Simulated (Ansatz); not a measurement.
# NaVSe3 (model cell, started as cubic perovskite with V in the octahedra): following an unstable mode

Which phase does NaVSe3 (model cell, started as cubic perovskite with V in the octahedra) fall into along its unstable mode, and how much energy does it gain?

Calculated with Ansatz 0.2.0; DFT PBE, scalar-relativistic, plane waves, PAW.

The structure was built from a prototype and need not be the compound's stable phase.

**1. The starting structure**

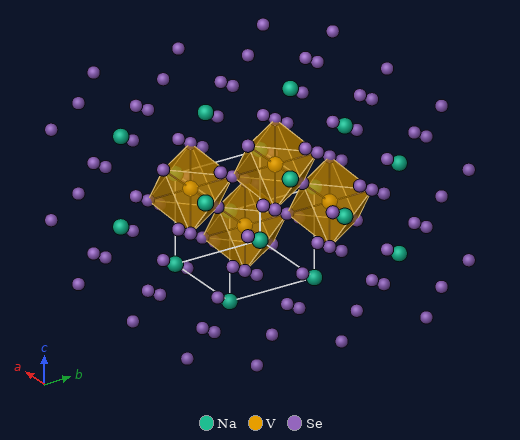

The cell as given, from a free direction (sodium teal, vanadium orange, selenium purple). 2×2×1 cells are drawn. Some periodic images of atoms are drawn too.

**2. Response at finite wavevector**

The cell comes from relaxations at this level that are not shown. Stability and thermal properties need the whole zone. Linear response on a 2×2×2 q mesh gives force constants as far as a supercell of that size would.

Input file input.yaml:

```yaml
crystal:
  lattice:
    - [4.8990130555, 0.0, 0.0]
    - [0.0, 4.8990130555, 0.0]
    - [0.0, 0.0, 4.8990130555]
  atoms:
    - { symbol: Na, position: [0.0, 0.0, 0.0] }
    - { symbol: V, position: [0.5, 0.5, 0.5] }
    - { symbol: Se, position: [0.5, 0.5, 0.0] }
    - { symbol: Se, position: [0.5, 0.0, 0.5] }
    - { symbol: Se, position: [0.0, 0.5, 0.5] }
kpoints:
  mp_grid: { grid: [6, 6, 6] }
hamiltonian:
  xc: pbe
scf:
  occupations: { method: methfessel_paxton, width: 0.15 }
output:
  eigenvalues: true
phonons:
  method: dfpt
  qmesh: [2, 2, 2]
  temperatures: { t_max: 1000, t_step: 50 }
  qpath:
    path:
      - [[0.0, 0.0, 0.0], [0.0, 0.5, 0.0], [0.5, 0.5, 0.0], [0.0, 0.0, 0.0], [0.5, 0.5, 0.5], [0.0, 0.5, 0.0]]
      - [[0.5, 0.5, 0.5], [0.5, 0.5, 0.0]]
    npoints: 10
```

Command:

```
$ ansatz run input.yaml --threads 8 --pin off --max-ram 14336MiB --backend cpu --events-out ev --progress --plain --runs-dir out
```

Numbers of over 12 decimals in the logs are rounded to 6 here.

The program printed:

```text
Engine: ansatz 0.2.0, aarch64-unknown-linux-gnu
Pseudopotentials: kind: paw
Pseudopotential: Na, paw, valence charge 9, recommended cutoff 420 eV (normal), Na.paw.azcp
Pseudopotential: V, paw, valence charge 13, recommended cutoff 420 eV (normal), V.paw.azcp
Pseudopotential: Se, paw, valence charge 16, recommended cutoff 420 eV (normal), Se.paw.azcp
Functional definition: PBE
  parameter kappa = 0.804
  parameter beta = 0.066725
  exchange = pbe_x(kappa = kappa, mu = beta*pi^2/3)
  correlation = pbe_c(beta = beta)
Crystal: 5 atoms, lattice volume = 117.578 Å³
Basis set: ecut = 420 eV, 2325 PW (Γ), exchange–correlation on 72×72×72 points (8 copies of the dense FFT grid, shifted against one another)
Bands: 42, of which v1, the nominal top of the filled ones, is band 35 counted from 1 (34 counted from 0)
Symmetry: 48 space group operations
k-points: 20 of 216
Non-local potential: Na, projectors of the file, l = 0: 3, l = 1: 2, l = 2: 1
Non-local potential: V, projectors of the file, l = 0: 3, l = 1: 2, l = 2: 3, l = 3: 1
Non-local potential: Se, projectors of the file, l = 0: 2, l = 1: 2, l = 2: 3, l = 3: 1
PAW form: soft (Blöchl's): semilocal exchange-correlation on the pseudo side does not see the compensation charge
PAW one-centre angular grid: Na, 110 points (default); XC on 64 Gauss nodes
PAW one-centre angular grid: V, 590 points (default); XC on 64 Gauss nodes
PAW one-centre angular grid: Se, 590 points (default); XC on 64 Gauss nodes
Initial density: superposition of atomic densities (neutral atoms: chi_scale 0, normalization atom), corrected by the library's trained network
Initial wavefunctions: pseudopotential atomic-orbital guess
Functional: x = pbe(κ = 0.804, μ = 0.219515), c = pbe(β = 0.066725)
SCF iter   1: F=—  HF=-20808.359878 eV  |F-HF|=—  |Δ(HF+E_count)|=         —  Δρ=5.90e-3  dr2=7.25e-2  ethr=1.77e-3  ⟨swp⟩=5.7  Hψ=2921  notcnv=0
preconditioner: auto → LDOS  [metal: Δε(μ)=0.007 eV  Ē_g=7.420 eV  σ=0.150 eV  W_gap=0.04  n_scr=26 (ndim 8)  ℏωp=16.8 eV  f_vac=0.121  D(μ)=7.97/eV (n_scr^D=80)  β→1.0]
SCF iter   2: F=—  HF=-20808.357994 eV  |F-HF|=—  |Δ(HF+E_count)|=   1.88e-3  S|Δr|=    0.00e0  Δρ=1.95e-3  dr2=5.30e-3  ethr=1.04e-4  ⟨swp⟩=1.1  Hψ=1003  notcnv=0
SCF iter   3: F=—  HF=-20808.358125 eV  |F-HF|=—  |Δ(HF+E_count)|=   1.31e-4  S|Δr|=    0.00e0  Δρ=8.55e-4  dr2=7.70e-4  ethr=7.57e-6  ⟨swp⟩=2.0  Hψ=1139  notcnv=0
SCF iter   4: F=—  HF=-20808.358057 eV  |F-HF|=—  |Δ(HF+E_count)|=   6.80e-5  S|Δr|=    0.00e0  Δρ=1.27e-4  dr2=2.42e-5  ethr=1.10e-6  ⟨swp⟩=1.5  Hψ=856  notcnv=0
SCF iter   5: F=—  HF=-20808.358059 eV  |F-HF|=—  |Δ(HF+E_count)|=   1.84e-6  S|Δr|=    0.00e0  Δρ=4.98e-5  dr2=4.68e-6  ethr=3.46e-8  ⟨swp⟩=2.0  Hψ=1160  notcnv=0
SCF iter   6: F=—  HF=-20808.358061 eV  |F-HF|=—  |Δ(HF+E_count)|=   2.66e-6  S|Δr|=    0.00e0  Δρ=1.55e-5  dr2=5.92e-7  ethr=6.68e-9  ⟨swp⟩=2.1  Hψ=1476  notcnv=0
SCF iter   7: F=—  HF=-20808.358061 eV  |F-HF|=—  |Δ(HF+E_count)|=   1.02e-7  S|Δr|=    0.00e0  Δρ=3.23e-6  dr2=1.25e-8  ethr=8.45e-10  ⟨swp⟩=2.2  Hψ=1549  notcnv=0
SCF iter   8: F=—  HF=-20808.358061 eV  |F-HF|=—  |Δ(HF+E_count)|=   2.41e-9  S|Δr|=    0.00e0  Δρ=3.46e-6  dr2=2.08e-8  ethr=1.79e-11  ⟨swp⟩=2.0  Hψ=1089  notcnv=0
SCF iter   9: F=—  HF=-20808.358061 eV  |F-HF|=—  |Δ(HF+E_count)|=  9.02e-10  S|Δr|=    0.00e0  Δρ=3.43e-7  dr2=2.28e-10  ethr=1.79e-11  ⟨swp⟩=1.3  Hψ=846  notcnv=0
SCF iter  10: F=-20808.358061 eV  HF=-20808.358061 eV  |F-HF|=7.28e-12  |Δ(HF+E_count)|=    0.00e0  S|Δr|=    0.00e0  Δρ=1.40e-8  dr2=1.57e-13  ethr=1.00e-12  ⟨swp⟩=4.5  Hψ=3588  notcnv=0
SCF 1 converged in 10 iterations: F = -20808.358061 eV  dr2 = 1.57e-13
  greatest PAW one-centre occupation: 1.000 electrons in one spin orbital (limit 2), on the Se atom at site 2 (counted from 0), in its partial waves of l = 2
Initial density: read from a saved state, or passed on in memory by an earlier SCF of this step, an earlier step, the calling program or the single point that the run made first
iter 1 solved again at ethr=2.65e-7 eV; its pass at ethr=3.10e-3 eV (dr2=1.86e-4 eV) is discarded
SCF iter   1: F=—  HF=-20808.358066 eV  |F-HF|=—  |Δ(HF+E_count)|=         —  Δρ=5.83e-7  dr2=1.49e-10  ethr=2.65e-7  ⟨swp⟩=3.0  Hψ=4745  notcnv=0
eigensolver tolerance schedule: the retry pair's looser diagonalisation over-reported the residual by 1244441.38 of it (diagonalisation noise at an unbounded share of the residual, at the tolerance the schedule requests for it); recorded, not acted on — ethr = c·dr2/N_el stays at c = 1.0e-1
preconditioner: auto → LDOS  [metal: Δε(μ)=0.005 eV  Ē_g=7.409 eV  σ=0.150 eV  W_gap=0.03  n_scr=26 (ndim 8)  ℏωp=16.8 eV  f_vac=0.119  D(μ)=8.37/eV (n_scr^D=80)  β→1.0]
SCF iter   2: F=—  HF=-20808.358061 eV  |F-HF|=—  |Δ(HF+E_count)|=   4.23e-6  S|Δr|=    0.00e0  Δρ=5.90e-7  dr2=1.61e-10  ethr=1.00e-12  ⟨swp⟩=3.8  Hψ=2293  notcnv=0
SCF iter   3: F=—  HF=-20808.358061 eV  |F-HF|=—  |Δ(HF+E_count)|=  4.73e-11  S|Δr|=    0.00e0  Δρ=3.08e-7  dr2=3.72e-11  ethr=1.00e-12  ⟨swp⟩=2.0  Hψ=1483  notcnv=0
SCF iter   4: F=—  HF=-20808.358061 eV  |F-HF|=—  |Δ(HF+E_count)|=    0.00e0  S|Δr|=    0.00e0  Δρ=2.27e-7  dr2=2.10e-11  ethr=1.00e-12  ⟨swp⟩=1.0  Hψ=840  notcnv=0
SCF iter   5: F=-20808.358061 eV  HF=-20808.358061 eV  |F-HF|=7.28e-12  |Δ(HF+E_count)|=  3.64e-12  S|Δr|=    0.00e0  Δρ=1.30e-7  dr2=7.31e-12  ethr=1.00e-12  ⟨swp⟩=1.2  Hψ=1790  notcnv=0
SCF 2 converged in 5 iterations: F = -20808.358061 eV  dr2 = 7.31e-12
  greatest PAW one-centre occupation: 1.000 electrons in one spin orbital (limit 2), on the Se atom at site 4 (counted from 0), in its partial waves of l = 2
phonons: the bands overlap, so this run is a metal and interpolates without the dipole-dipole term. If the crystal is really an insulator or semiconductor, its LO-TO splitting is missing
NSCF: frozen V_eff on 20 k-points
WARN: eigensolver did not converge in 2 slots of this pass, the one above among them; of largest residual over every band (k=4): 1 band(s) unlocked (lowest unlocked band 41, counted from 0; max residual 2.67e-4 eV among the unlocked bands, 2.67e-4 eV over every band); of lowest unlocked band (k=4): band 41
NSCF: frozen V_eff on 64 k-points
DFPT response loops at q = (0, 0, 0) (fractional): preconditioner auto → Kerker (q_TF=auto, 2.502 Å⁻¹) (partly filled bands, converged f_vac=0.119); β = 1.00, the filter's whole step (`scf.mixing.beta` (0.50) is not read by the response loops under this deck's `scf.mixing.preconditioner`; to damp them name `kerker` or `kerker_dos`, under which they read `scf.mixing.beta`, and type it under 1.00, their step now; both keys bind the ground state too); Broyden in place of MSR1
NSCF: frozen V_eff on 128 k-points
DFPT response loops at q = (0, 0, -0.5) (fractional): mixed as the last ones told, above
NSCF: frozen V_eff on 128 k-points
DFPT response loops at q = (0, -0.5, -0.5) (fractional): mixed as the last ones told, above
NSCF: frozen V_eff on 128 k-points
DFPT response loops at q = (-0.5, -0.5, -0.5) (fractional): mixed as the last ones told, above
SCF converged after 10 iterations
Stability not checked: this state was not tested for a lower state beside it, because cold or Methfessel-Paxton smearing, or corrected tetrahedra, fill the levels in a way that the test cannot read (fill_not_monotonic; see scf.lower_state_search)
Free energy (F): -20808.358061 eV
Harris-Foulkes:  -20808.358061 eV  (|F-HF|=7.28e-12)
Internal energy: -20808.341253 eV  (E = F + TS)
E sigma→0 (E₀):  -20808.353859 eV
Entropy (-TS):   -0.016808 eV (-3.362 meV/atom)
Fermi energy:    7.540076 eV
Step filling:    the computed levels leave a gap of 0.0032 eV = 0.0 smearing widths at the electron count; against every level under it full and every level over it empty, smearing changes F+E_penalty+E_count by -11.479 meV and its σ→0 estimate by -7.277 meV
--- Per-component energies (eV) ---
  E_band       = -1637.040991
  E_kinetic    = 811.806228
  E_local      = -10477.733814  (includes V_loc(G=0)·N_el)
  E_nonlocal   = -1718.919403
  E_hartree    = 4918.267677
  E_xc         = -481.589583
  E_vxc        = -509.343876  (∫ρ·V_xc dr)
  E_paw        = -7108.908111  (= ΣΔE_a)
  E_vpaw       = 420.616005  (= ΣTr[D̂ρ^β])
  E_aug_tail   = -0.001485  (compensation charges beyond the density's cutoff)
  E_ewald      = -6751.262762
  E_smearing   = -0.016808  (= −TS)
  E_closure    = -0.000000  (closes the sum)
  Σ components = -20808.358061   (vs F -20808.358061, Δ=0.00e0)
--- Band table (eV; the first three rows and the last of 20) ---
  k-point 0: bands = [... 31 lower, 6.4845, 6.6704, 6.6704, 6.6704, 7.3001, 7.3001, 7.3001, 7.7458, ... 3 higher]
  k-point 1: bands = [... 31 lower, 6.2824, 6.3174, 6.6768, 6.9563, 6.9563, 7.6627, 7.6627, 7.7518, ... 3 higher]
  k-point 2: bands = [... 31 lower, 5.2188, 6.0232, 6.6896, 7.0219, 7.0219, 7.7597, 8.1725, 8.1725, ... 3 higher]
  k-point 19: bands = [... 31 lower, 3.7513, 8.0645, 8.0645, 8.0645, 8.1941, 8.1941, 8.1941, 9.7299, ... 3 higher]
--- Phonons (Γ-DFPT): 4 representative perturbations + reference (Σ response iterations 12) ---
  ASR residual: 3.770e-5 → 0.000e0 eV/Å²; symmetrization residual: 6.735e-6 eV/Å²
  ASR residual per site (eV/Å²): 3.77e-5 9.28e-6 1.64e-5 1.64e-5 1.64e-5
  Γ frequencies (cm⁻¹): -143.71 -143.71 -143.71 -26.97 -26.97 -26.97 0.00 0.00 0.00 34.50 34.50 34.50 198.53 198.53 198.53
--- Phonons (arbitrary-q DFPT): 4 irreducible q on the 2×2×2 mesh ---
  q = [0.0000, 0.0000, 0.0000] (star 1, of the zone-centre solve; hermiticity 1.65e-6, symmetrization 1.32e-11): -143.71 -143.71 -143.71 -26.97 -26.97 -26.97 -0.00 0.00 0.00 34.50 34.50 34.50 198.53 198.53 198.53
  q = [0.0000, 0.0000, -0.5000] (star 3, 9 solved perturbations in 504 linear systems a pass and spin channel, the states on 64 of 216 k-point pairs; hermiticity 7.55e-7, symmetrization 2.91e-12): -128.80 -128.80 -11.34 -11.34 31.97 33.17 33.17 40.44 45.11 77.75 77.75 110.09 190.09 190.09 204.56
  q = [0.0000, -0.5000, -0.5000] (star 3, 9 solved perturbations in 504 linear systems a pass and spin channel, the states on 64 of 216 k-point pairs; hermiticity 7.03e-7, symmetrization 2.96e-12): -107.17 -69.47 -61.59 -50.03 -50.03 33.61 45.83 45.83 78.09 78.09 120.90 129.73 129.73 180.91 227.83
  q = [-0.5000, -0.5000, -0.5000] (star 1, 4 solved perturbations in 184 linear systems a pass and spin channel, the states on 64 of 216 k-point pairs; hermiticity 2.88e-7, symmetrization 1.14e-11): -146.43 -146.43 -60.73 -60.73 -60.73 39.29 39.29 39.29 117.06 117.06 117.06 122.19 122.19 122.19 249.25
  sum rule: each row above includes the acoustic sum rule's correction from the zone centre's row sums; it moved no ω² by more than (0.67 cm⁻¹)²
  mesh force constants: q→R imaginary residual 3.98e-18; ASR residual 3.770e-5 → 0.000e0 eV/Å²; symmetrization residual 9.770e-15 eV/Å²
  interpolated dispersion: 62 rows × 15 modes
  density of states and harmonic sums: on the 14×14×14 q-mesh, interpolated from the force constants of a 2×2×2 supercell (no non-analytic term)
  largest difference from the sums on the solved wave vectors: F 5.02e-2 eV, S 7.97e-5 and C_V 2.92e-5 eV/K
  zero-point energy: 0.060153 eV/cell   skipped modes (ω ≤ 0): 655, of them read as no rigid motion or as one in doubt: 652 (5.464e0 modes/cell left out, lowest -146.43 cm⁻¹)   left out of the sums: 3.64e-1 of the cell's modes: C_V's classical limit lies that fraction below 3 k_B per atom; for a crystal, a wire or a layer, F and S can be off by more, and a phonons.interpolated_qmesh denser along its periods is the remedy for the sampling
```

It took 6.6 min on 8 threads of Arm Neoverse N1, shared host; peak memory 1.4 GiB; 28 min of CPU time.

This run has no spin polarisation, although V can carry a moment.

Numbers from this step:

| Item | Value |
| --- | --- |
| volume per atom | 23.52 Å³ |
| gap on the k-mesh | 0 eV |
| sum-rule residual before enforcement | 3.77e-5 eV/Å² |
| lowest frequency on the path | -146.4 cm⁻¹ |
| point group | m-3m |
| highest frequency on the path or at a solved wavevector | 249.6 cm⁻¹ |
| highest optical mode at the zone centre (no LO-TO term) | 198.5 cm⁻¹ |
| lowest optical zone-centre mode | -143.7 cm⁻¹ |
| lowest mode on the q mesh (acoustic modes at Γ apart) | -146.4 cm⁻¹ |

Frequencies (cm⁻¹) solved at each irreducible wavevector; negative means imaginary. Frequencies by wavevector, by row:

```csv
q in reciprocal lattice units,star,mode 1,mode 2,mode 3,mode 4,mode 13,mode 14,mode 15
0 0 0,1,-143.7,-143.7,-143.7,-27,198.5,198.5,198.5
0 0 -0.5,3,-128.8,-128.8,-11.3,-11.3,190.1,190.1,204.6
0 -0.5 -0.5,3,-107.2,-69.5,-61.6,-50,129.7,180.9,227.8
-0.5 -0.5 -0.5,1,-146.4,-146.4,-60.7,-60.7,122.2,122.2,249.2
```

Interpolated from a 2×2×2 q mesh. The phonon branches at the labelled points (cm⁻¹):

```csv
point,branch 1,branch 2,branch 3,branch 4,branch 12,branch 13,branch 14,branch 15
Γ,-144,-144,-144,-27,34,198,198,198
X,-129,-129,-11,-11,110,190,190,205
M,-107,-70,-62,-50,130,130,181,228
Γ,-144,-144,-144,-27,34,198,198,198
R,-146,-146,-61,-61,122,122,122,249
X,-129,-129,-11,-11,110,190,190,205
jump to R,-146,-146,-61,-61,122,122,122,249
M,-107,-70,-62,-50,130,130,181,228
```

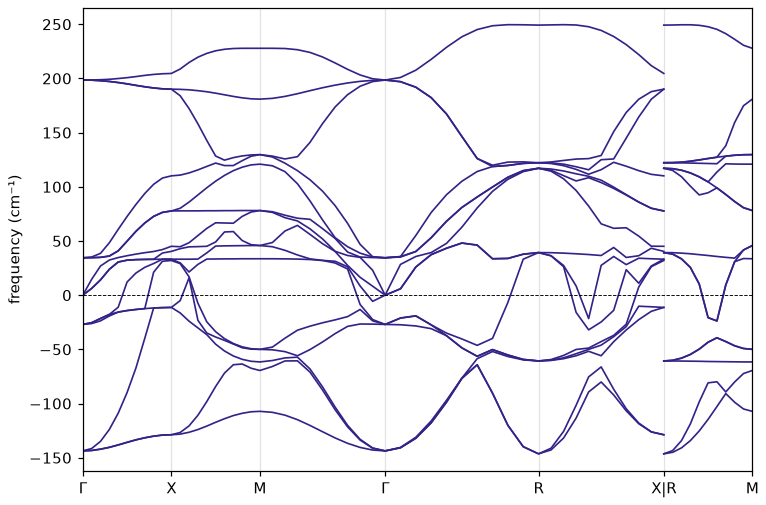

Phonon branches along the path.

Symmetry leaves 4 wavevectors to solve. The lowest mode among them, the acoustic zeros apart, lies at q = (-0.5, -0.5, -0.5) and is imaginary, 146.4i cm⁻¹, so the energy falls along it.

**3. The mode frozen in, largest atomic shift 0 Å**

The mode followed lies at q = (0, 0, -0.5) with frequency 128.8i cm⁻¹ and is 2-fold degenerate, one of the unstable modes though not the softest. At small amplitude the distorted cell has space group no. 51 by a symmetry search on the positions. The undistorted cell that holds it gives the zero of energy on the same k mesh.

System of this step: NaVSe3 (model cell, started as cubic perovskite with V in the octahedra). Symmetry: Pm-3m, No. 221, cubic system. Conventional cell: a = 4.899 Å, b = 4.899 Å, c = 4.899 Å, α = 90.00°, β = 90.00°, γ = 90.00°. Nearest to Na lie 12 Se at 3.46 Å. Nearest to V lie 6 Se at 2.45 Å. Nearest to Se lie 2 V at 2.45 Å and 4 Na at 3.46 Å. Nearest to Se lie 2 V at 2.45 Å and 4 Na at 3.46 Å. Farther neighbours and most contacts between anions are not listed.

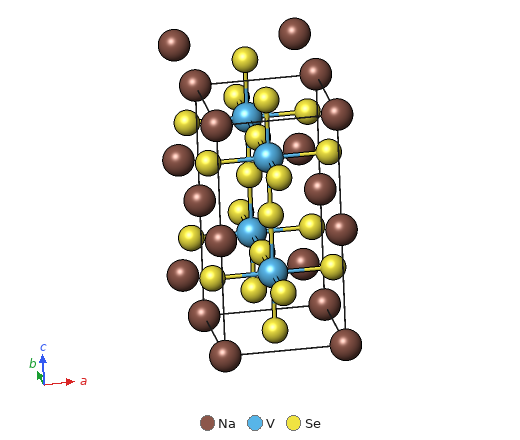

The cell of this step (sodium brown, vanadium blue, selenium yellow). 1×2×1 cells are drawn. Some periodic images of atoms are drawn too.

Input file input.yaml:

```yaml
crystal:
  lattice:
    - [4.8990130555, 0.0, 0.0]
    - [0.0, 4.8990130555, 0.0]
    - [0.0, 0.0, 9.798026111]
  atoms:
    - { symbol: Na, position: [0.0, 0.0, 0.0] }
    - { symbol: Na, position: [0.0, 0.0, 0.5] }
    - { symbol: V, position: [0.5, 0.5, 0.25] }
    - { symbol: V, position: [0.5, 0.5, 0.75] }
    - { symbol: Se, position: [0.5, 0.5, 0.5] }
    - { symbol: Se, position: [0.5, 0.5, 0.0] }
    - { symbol: Se, position: [0.5, 0.0, 0.25] }
    - { symbol: Se, position: [0.5, 0.0, 0.75] }
    - { symbol: Se, position: [0.0, 0.5, 0.25] }
    - { symbol: Se, position: [0.0, 0.5, 0.75] }
kpoints:
  mp_grid: { grid: [6, 6, 4] }
hamiltonian:
  xc: pbe
scf:
  occupations: { method: methfessel_paxton, width: 0.15 }
output:
  forces: true
  stress: true
  eigenvalues: true
```

The program printed:

```text
[...]
Crystal: 10 atoms, lattice volume = 235.156 Å³
Basis set: ecut = 420 eV, 4597 PW (Γ), exchange–correlation on 72×72×144 points (8 copies of the dense FFT grid, shifted against one another)
Bands: 84, of which v1, the nominal top of the filled ones, is band 70 counted from 1 (69 counted from 0)
Symmetry: 32 space group operations
[...]
k-points: 30 of 144
[...]
k-point 0: bands = [... 66 lower, 6.6848, 6.6848, 6.7040, 7.0434, 7.0434, 7.3012, 7.3021, 7.3021, ... 10 higher]
  k-point 1: bands = [... 66 lower, 6.6821, 6.7002, 6.9234, 6.9234, 7.0334, 7.0334, 7.5272, 7.5272, ... 10 higher]
  k-point 2: bands = [... 66 lower, 6.6911, 6.6911, 7.0028, 7.0028, 7.0028, 7.0028, 7.7636, 7.7636, ... 10 higher]
  k-point 29: bands = [... 66 lower, 6.9894, 6.9894, 8.0475, 8.0475, 8.1459, 8.1459, 8.2848, 8.2848, ... 10 higher]
[key lines of the parts left out:]
SCF converged after 7 iterations
Free energy (F): -41616.760032 eV
Fermi energy:    7.541449 eV
P = ⅓ Tr σ = -0.0472 GPa (-0.472 kbar)
```

Run time: 6.5 s. Hardware: 8 threads; peak memory 1.3 GiB.

This step gave:

| Property | Result |
| --- | --- |
| pressure | -0.04725 GPa |
| energy from the undistorted cell | 0 meV/atom |

The run ends at a pressure of -0.05 GPa.

**4. The mode frozen in, largest atomic shift 0.32 Å**

The atoms are moved along the unstable eigenvector, the largest shift by 0.32 Å, with the cell fixed.

input.yaml, the sections that differ from step 3:

```yaml
crystal:
  lattice:
    - [4.8990130555, 0.0, 0.0]
    - [0.0, 4.8990130555, 0.0]
    - [0.0, 0.0, 9.798026111]
  atoms:
    - { symbol: Na, position: [0.0, 0.0, 0.0] }
    - { symbol: Na, position: [0.0, 0.0, 0.5] }
    - { symbol: V, position: [0.5, 0.4346807211, 0.25] }
    - { symbol: V, position: [0.5, 0.5653192789, 0.75] }
    - { symbol: Se, position: [0.5, 0.5, 0.5] }
    - { symbol: Se, position: [0.5, 0.5, 0.0] }
    - { symbol: Se, position: [0.5, -0.0071698924, 0.25] }
    - { symbol: Se, position: [0.5, 0.0071698924, 0.75] }
    - { symbol: Se, position: [0.0, 0.5257482205, 0.25] }
    - { symbol: Se, position: [0.0, 0.4742517795, 0.75] }
# kpoints, hamiltonian, scf, output: as in step 3
```

The program printed:

```text
[...]
Crystal: 10 atoms, lattice volume = 235.156 Å³
Basis set: ecut = 420 eV, 4597 PW (Γ), exchange–correlation on 72×72×144 points (8 copies of the dense FFT grid, shifted against one another)
Bands: 84, of which v1, the nominal top of the filled ones, is band 70 counted from 1 (69 counted from 0)
Symmetry: 8 space group operations
[...]
k-points: 48 of 144
[...]
k-point 0: bands = [... 66 lower, 6.3837, 6.7538, 6.7607, 6.8374, 7.0119, 7.2165, 7.7725, 8.2830, ... 10 higher]
  k-point 1: bands = [... 66 lower, 6.2161, 6.3784, 6.4929, 6.6051, 7.3954, 7.6236, 8.1808, 8.1850, ... 10 higher]
  k-point 2: bands = [... 66 lower, 6.2321, 6.2321, 6.4036, 6.4036, 7.8786, 7.8786, 8.1565, 8.1565, ... 10 higher]
  k-point 47: bands = [... 66 lower, 7.0982, 7.0982, 7.6756, 7.6756, 8.2064, 8.2064, 8.3748, 8.3748, ... 10 higher]
[key lines of the parts left out:]
SCF converged after 7 iterations
Free energy (F): -41616.970861 eV
Fermi energy:    7.569933 eV
P = ⅓ Tr σ = 1.3187 GPa (13.187 kbar)
```

Run time: 11 s. Hardware: 8 threads; peak memory 1.4 GiB; 83 s of CPU time.

This step gave:

```
pressure                         : 1.319 GPa
energy from the undistorted cell : -21.66 meV/atom
```

The energy, extrapolated to zero smearing, is -21.66 meV/atom against the undistorted cell.

The run ends at a pressure of 1.32 GPa, with forces up to 1.1 eV/Å.

(Part 1 of 3 ends here.)

[Logs are printed without paths, hosts, clocks, repeated set-up lines and the standing remarks that a program may print on its own settings, such as how far it seeks lower states.]

[Hosts, paths, dates, database ids (printed as entryN), source tags and the programs' standing remarks are cut or masked in the printed files.]
